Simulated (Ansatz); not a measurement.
```xyz
9

C    -2.6198   -0.6193   -0.4319
C     0.1609    0.3868   -2.1973
Al   -1.0037   -0.9634   -1.4182
F    -0.5776   -2.5717   -1.6134
H    -3.2587   -1.4031   -0.0021
H    -3.0135    0.3872   -0.2314
H    -0.1992    1.4127   -2.0165
H     0.2508    0.2476   -3.2886
H     1.1827    0.3100   -1.7867
```

Geometry: B3LYP-D3(BJ)/def2-SVP.

Method: isolated molecule in a Gaussian basis; Kohn-Sham density functional theory, functional PBE0 in Ansatz.

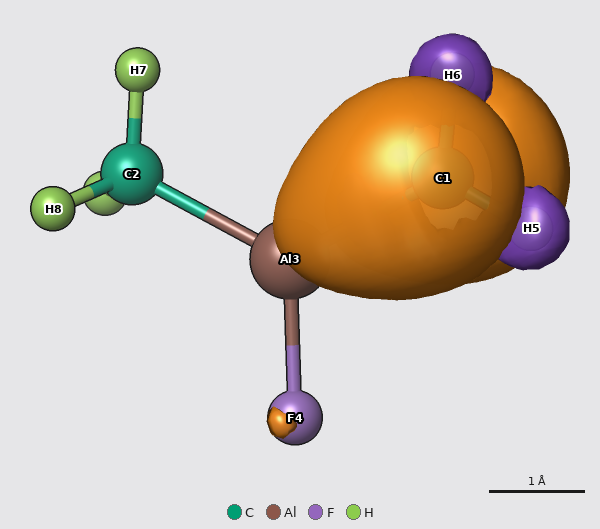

C2H5AlF (doublet). Isosurfaces of the spin density at +0.015 (orange) and −0.015 e/Å³ (purple), seen at a tilt.

> Where is the unpaired spin?

The unpaired spin (1 electron) lies mostly on C1 (about 0.8) and Al3 (about 0.2), in electrons by Hirshfeld's partition.
